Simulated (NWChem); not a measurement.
# CS2 (SMILES S=C=S) at PBE/3-21G

What is the vertical ionisation energy of CS2 at PBE/3-21G? 

Program for the calculation: NWChem 7.3.0.

**1. The structure to begin with**

CS2: 3 atoms, total charge 0, spin state singlet. SMILES: `S=C=S`. Geometry: relaxed at PBE0-D4/def2-TZVP.

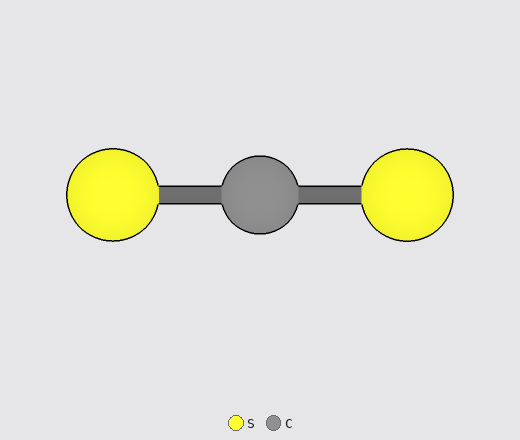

Viewed from a chosen angle; sulfur yellow, carbon grey.

**2. A single-point energy at PBE/3-21G**

work.nw reads:

```
START work
memory 2200 mb
GEOMETRY units angstroms noautosym nocenter noautoz
  S     1.357000   -0.156000    0.729100
  C     0.000000    0.000000    0.000000
  S    -1.357000    0.156000   -0.729100
END
BASIS spherical bse
  * library 3-21G
END
DFT
  xc xpbe96 cpbe96
  mult 1
  grid fine
  convergence energy 1e-08
  maxiter 100
  mulliken
  noprint "final vectors analysis"
END
TASK dft energy
```

Run with:

```
$ nwchem work.nw > work.out
```

Standard output:

```text
[...]
          Wavefunction type:  closed shell.
          No. of atoms     :     3
          No. of electrons :    38
[...]
          Charge           :     0
          Spin multiplicity:     1
[...]
          AO basis - number of functions:    35
[...]
              XC Information
              --------------
          PerdewBurkeErnzerhof Exchange Functional  1.000
            Perdew 1991 LDA Correlation Functional  1.000 local
           PerdewBurkeErnz. Correlation Functional  1.000 non-local
[...]
 d= 0,ls=0.0,diis     1   -829.8100627469 -9.39D+02  6.48D-02  8.63D-01     0.2
[...]
 d= 0,ls=0.0,diis     8   -829.9226378400  2.45D-10  1.80D-06  4.39D-09     1.0
         Total DFT energy =     -829.922637840002
      One electron energy =    -1362.830210700108
           Coulomb energy =      479.781517684280
    Exchange-Corr. energy =      -56.240226132181
 Nuclear repulsion energy =      109.366281308007
[...]
      Total Density - Mulliken Population Analysis
     ---------------------------------------------
    Atom       Charge   Shell Charges
 -----------   ------   -------------------------------------------------------
    1 S   16    15.61   2.00  1.96  5.87  1.09  2.46  0.81  1.42
    2 C    6     6.78   1.99  0.42  1.55  1.16  1.66
    3 S   16    15.61   2.00  1.96  5.87  1.09  2.46  0.81  1.42
[...]
```

It took 1.5 s on 1 thread of Intel Xeon 6975P-C (Granite Rapids), shared host; peak memory 0.11 GiB.

**3. The doublet cation at the same level**

geom.nw reads:

```
start geom
memory 2200 mb
charge 1

geometry units angstrom noautosym nocenter noautoz
  S        1.357000      -0.156000       0.729100
  C        0.000000       0.000000       0.000000
  S       -1.357000       0.156000      -0.729100
end

basis spherical bse
  * library 3-21G
end

dft
  xc xpbe96 cpbe96
  mult 2
  grid fine
  convergence energy 1e-08
  iterations 100
  mulliken
  noprint "final vectors analysis"
end

task dft energy
```

Run with:

```
$ nwchem geom.nw > geom.out
```

Standard output:

```text
[...]
          Wavefunction type:  spin polarized.
          No. of atoms     :     3
          No. of electrons :    37
[...]
          Charge           :     1
          Spin multiplicity:     2
[...]
          AO basis - number of functions:    35
[...]
              XC Information
              --------------
          PerdewBurkeErnzerhof Exchange Functional  1.000
            Perdew 1991 LDA Correlation Functional  1.000 local
           PerdewBurkeErnz. Correlation Functional  1.000 non-local
[...]
 d= 0,ls=0.0,diis     1   -829.4452920121 -9.39D+02  3.13D-02  3.17D-01     0.2
[...]
 d= 0,ls=0.5,diis    19   -829.5459113674 -6.42D-09  3.66D-07  2.97D-09     3.4
[...]
         Total DFT energy =     -829.545911370017
      One electron energy =    -1352.125923552152
           Coulomb energy =      469.132244534997
    Exchange-Corr. energy =      -55.918513660870
 Nuclear repulsion energy =      109.366281308007
[...]
      Total Density - Mulliken Population Analysis
     ---------------------------------------------
    Atom       Charge   Shell Charges
 -----------   ------   -------------------------------------------------------
    1 S   16    15.10   2.00  1.96  5.87  1.17  2.37  0.75  0.98
    2 C    6     6.79   1.99  0.42  1.57  1.16  1.65
    3 S   16    15.10   2.00  1.96  5.87  1.17  2.37  0.75  0.98
[...]
      <S2> =      0.7602 (Exact =     0.7500)
[...]
```

Run time: 4.2 s. Hardware: 1 thread of Intel Xeon 6975P-C (Granite Rapids), shared host; peak memory 0.11 GiB.

**4. What came out**

At PBE/3-21G:

```
                                          quantity          value
                         singlet CS2: total energy  -829.92264 Eh
                        singlet CS2: dipole moment         0.00 D
                      doublet cation: total energy  -829.54591 Eh
                              doublet cation: ⟨S²⟩          0.760
vertical ionisation energy (to the doublet cation)      10.251 eV
```

Removing an electron at fixed nuclei costs 10.25 eV (236 kcal/mol). Mulliken charges (singlet CS2) run from -0.78 on C2 to +0.39 on S1; they depend strongly on the basis.
